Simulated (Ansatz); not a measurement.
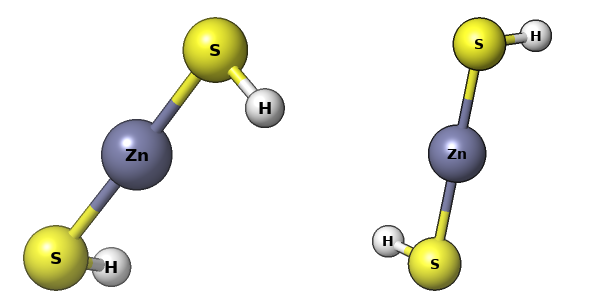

Both panels show the same species.

Computed geometry: PBE0-D4/def2-TZVP optimisation.

Identify the structure.

Formula H₂S₂Zn. Coordination: 2 S bent; 1 Zn linear.

More results for the same structure follow; atom numbers are the same in all pictures, views and colours differ.

## Thermal motion

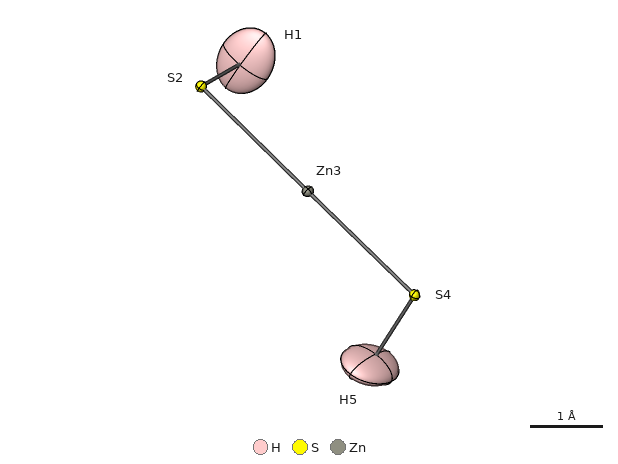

Displacement ellipsoids at the 50 % level, enlarged 1.5 times, from the internal vibrations of the free molecule (harmonic, no overall translation or rotation; no half-axis is drawn under 0.075 Å). Vibrations computed with RKS PBE0-D4/def2-TZVP (Ansatz 0.2.0). Temperature: 0 K (zero-point motion alone).

**Which atom has the largest mean-square displacement?**

H1, H5, with U_eq = 0.0307 Å².

**Does H1 move more along its bond or across it?**

Across it: the root-mean-square amplitude is 0.085 Å along the bond and up to 0.236 Å across, since bending and torsion are softer than stretching.

Give the displacement parameters, one line for each set of equivalent atoms.

```csv
atom,U_eq (Å²),rms amplitudes (Å)
"H1, H5",0.0307,"0.084, 0.171, 0.236"
"S2, S4",0.0012,"0.032, 0.035, 0.037"
Zn3,0.00095,"0.017, 0.036, 0.036"
```

## Dipole moment

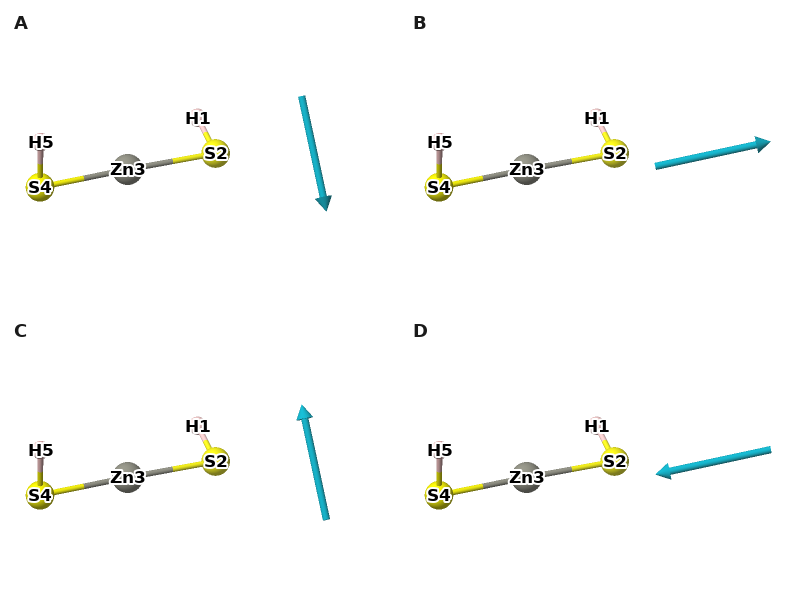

The same molecule four times, each with an arrow. Properties computed with RKS PBE0-D4/def2-TZVP (Ansatz 0.2.0).

**Which arrow points along the dipole moment, from the negative to the positive end?**

C. The dipole moment is 1.03 D; it points from the side of S2, Zn3, S4 to the side of H1, H5 (the outermost atoms at the two ends).

## Electronic properties

Level of theory: RKS PBE0-D4/def2-TZVPP (Ansatz 0.2.0).

**What is the HOMO energy (Kohn–Sham orbital)?**

−7.53 eV.

**Estimate the LUMO energy (Kohn–Sham orbital).**

−0.97 eV.
